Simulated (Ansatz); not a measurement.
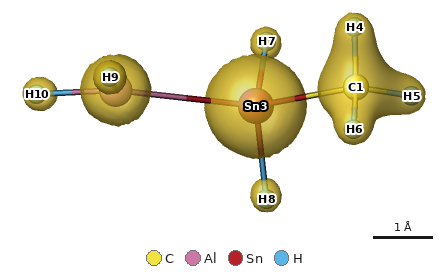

The picture shows: CH₇AlSn (SMILES [CH3][SnH2][AlH2]). Isosurface of the electron density at 1 e/Å³ (yellow), seen from one side.

Geometry: B3LYP-D3(BJ)/def2-SVP; core potentials replace the inner electrons of Sn.

These are results of isolated molecule in a Gaussian basis; Kohn-Sham density functional theory, functional PBE0 in Ansatz, not measurements.

Input file:

```
basis:
  gaussian:
    orbitals: def2-TZVPD
crystal:
  periodic: [false, false, false]
  atoms:
    - {symbol: C, position_ang: [0.174053, -2.248041, 2.518592]}
    - {symbol: Al, position_ang: [1.784847, -1.507764, -1.155846]}
    - {symbol: Sn, position_ang: [0.903327, -0.655763, 1.216787]}
    - {symbol: H, position_ang: [-0.675687, -2.759417, 2.044172]}
    - {symbol: H, position_ang: [-0.151058, -1.823549, 3.479147]}
    - {symbol: H, position_ang: [0.975149, -2.978919, 2.699277]}
    - {symbol: H, position_ang: [-0.377758, 0.495961, 1.045427]}
    - {symbol: H, position_ang: [2.154209, 0.174998, 2.079928]}
    - {symbol: H, position_ang: [1.881997, -3.062770, -1.475294]}
    - {symbol: H, position_ang: [2.229280, -0.475567, -2.279989]}
hamiltonian:
  xc: pbe0
output: {forces: true, orbitals: {seedname: orbitals}}
```

Run with:

```sh
ansatz run input.yaml --threads 2 --pin off --max-ram 4350MiB --events-out events.jsonl --progress --plain --runs-dir runs
```

How is the density connected at this value?

At this value the surface falls into seven separate pieces. It bridges the sampled C–H (1.10 Å) contacts, where the density stays above the isovalue. It is pinched off along the sampled C–Sn (2.18 Å), Al–Sn (2.67 Å) and Al–H (1.59 Å) contacts. On the grid the lowest density along these lines, outside the cores, is 0.67 e/Å³ (C–Sn, 2.18 Å), 0.38 e/Å³ (Al–Sn, 2.67 Å), 1.8 e/Å³ (C–H, 1.10 Å) and 0.55 e/Å³ (Al–H, 1.59 Å).
